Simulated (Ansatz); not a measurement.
How methods differ on NO (nitric oxide)

NO: 2 atoms, total charge 0, spin state doublet. SMILES: `[N]=O`. Geometry: optimised at wB97X-V/def2-SVP.

```xyz
2

N    -0.4858    0.1778   -0.2451
O     0.4858   -0.1778    0.2451
```

Quantity: the dissociation energy of the O2–N1 bond into triplet O and quartet N (shapes relaxed at wB97X-V/def2-SVP, no zero-point term), in eV. The values are calculated.

```tsv
level	kind	program	value (eV)	less CCSD(T)/def2-TZVPP
UHF/def2-TZVPP	Hartree–Fock	Ansatz	2.32	-3.90
USVWN5/def2-TZVPP	LDA	Ansatz	8.61	+2.39
UBLYP/def2-TZVPP	GGA	Ansatz	7.21	+0.99
UPBE/def2-TZVPP	GGA	Ansatz	7.46	+1.24
U-r2SCAN/def2-TZVPP	meta-GGA	Ansatz	6.60	+0.38
RPA@PBE/def2-TZVPP	RPA	Ansatz	6.17	-0.05
UMP2/def2-TZVPP	perturbation theory	Ansatz	6.59	+0.37
UCCSD(T)/def2-TZVPP	coupled cluster or CI	Ansatz	6.22	0.00
```

Differences are taken from UCCSD(T)/def2-TZVPP for orientation; it has basis-set and higher-order errors of its own. The values span 2.32 to 8.61 eV. Hartree–Fock misses the correlation of the electron pair that is broken and comes out low. Measured bond enthalpies also hold zero-point and thermal terms, a few tenths of an eV less.

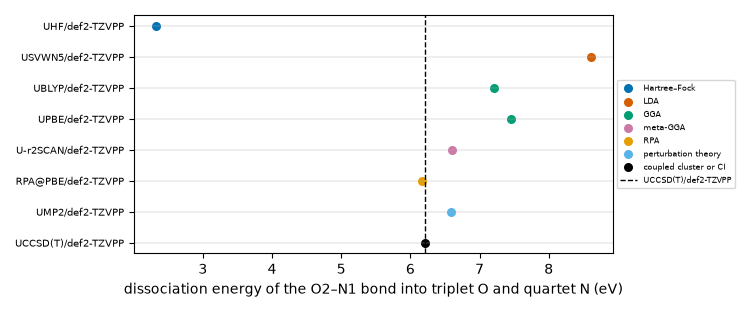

The values of the table, level by level.
